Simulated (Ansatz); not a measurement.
AlBH4 (SMILES [BH2][AlH2])

Input file:

```
crystal:
  periodic: [false, false, false]
  atoms:
    - {symbol: B, position_ang: [-0.020302, -1.123373, 0.033417]}
    - {symbol: Al, position_ang: [0.031490, 0.989427, -0.044656]}
    - {symbol: H, position_ang: [-0.974295, -1.765091, -0.312050]}
    - {symbol: H, position_ang: [0.901828, -1.783729, 0.426988]}
    - {symbol: H, position_ang: [0.549343, 1.750140, -1.345877]}
    - {symbol: H, position_ang: [-0.446065, 1.868524, 1.195978]}
basis:
  gaussian: {orbitals: def2-TZVPP}
hamiltonian: {xc: pbe0, dispersion: d4}
output: {orbitals: {seedname: orbitals}}
```

Launched as:

```sh
ansatz run in.yaml --threads 2 --pin off --events-out ev --progress --plain --max-ram 4352MiB
```

Geometry: PBE0-D4/def2-TZVP.

Computed with Ansatz, RKS PBE0-D4/def2-TZVPP.

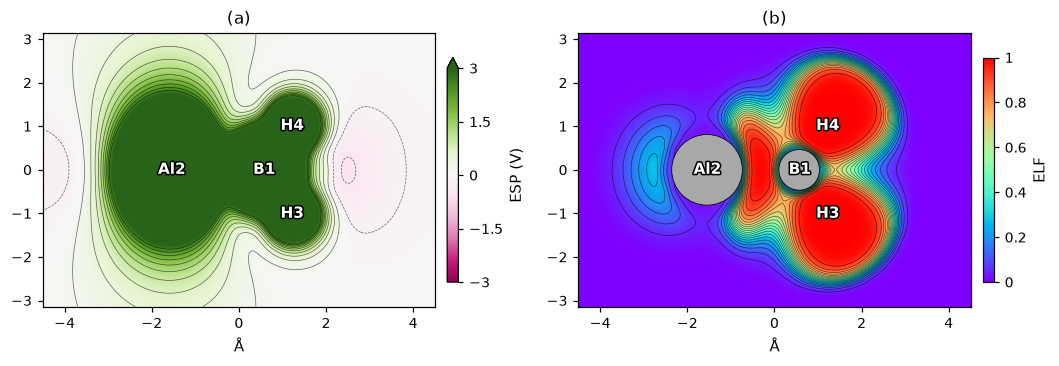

Figure 1. (a) molecular electrostatic potential; (b) electron localisation function on the plane of atoms Al2, B1 and H3. Grey discs cover the atomic cores in the ELF map.

Q: Interpret the plot.

A:
- Atoms in the plane: B, Al and H.
- Al–B (2.11 Å): the ELF peaks at about 1 between the atoms; localised, covalent bonding.
- B–H (1.20 Å): the ELF climbs to about 1 towards the hydrogen, as it does in any bond to H: an ordinary covalent bond to hydrogen.
- Outside the dense part of the molecule the potential is most negative (−0.5 V) near H3 and H4.

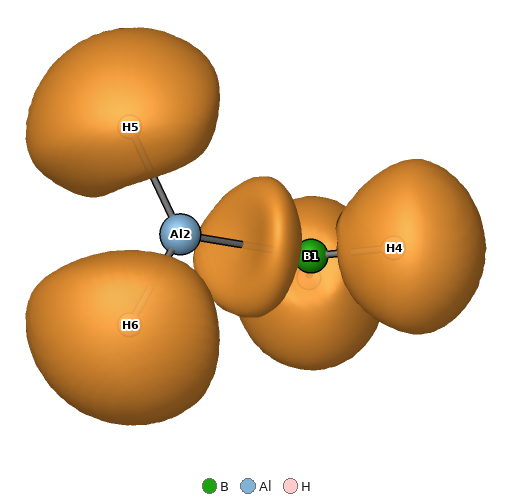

Figure 2. Isosurface of the ELF at 0.85 (orange), seen at a tilt. Core shells and regions of very low density are left out.

Q: Where are the electrons localised?

A: The ELF exceeds this value in one region between bonded Al–B atoms (shared pairs) and four regions around hydrogen nuclei.

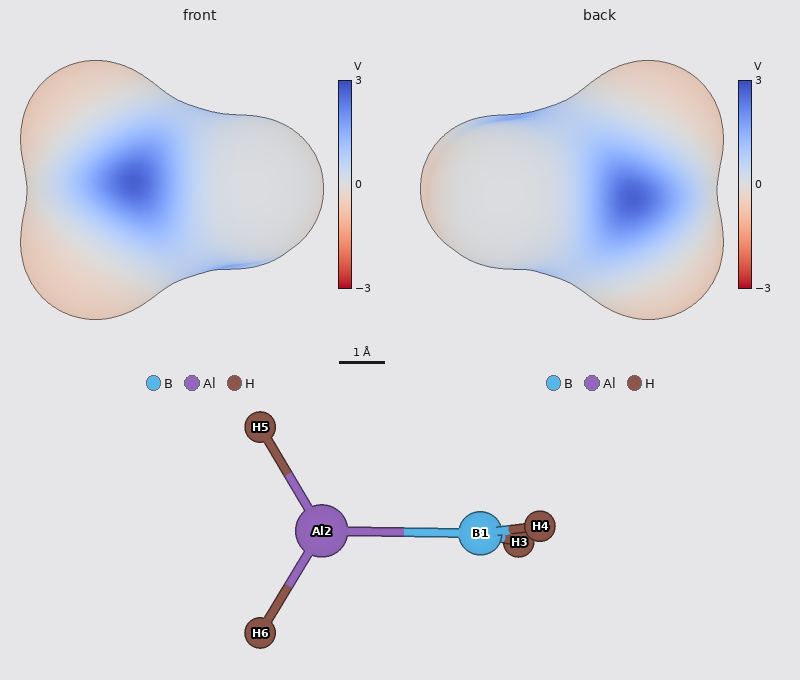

Figure 3. The electrostatic potential painted on the density surface at 0.001 e/bohr³, seen from the front and from behind; the colour scale runs from red (negative) to blue (positive). The bare structure is drawn below in the same view.

Q: Which sites attract a positive test charge, and which a negative one?

A: A positive charge is drawn to the negative regions and a negative charge to the positive ones. The most negative region (about −0.5 V, or −12 kcal/mol for a unit charge) lies over H5 and H6, the most positive (about +2.6 V, or +60 kcal/mol for a unit charge) over Al2.
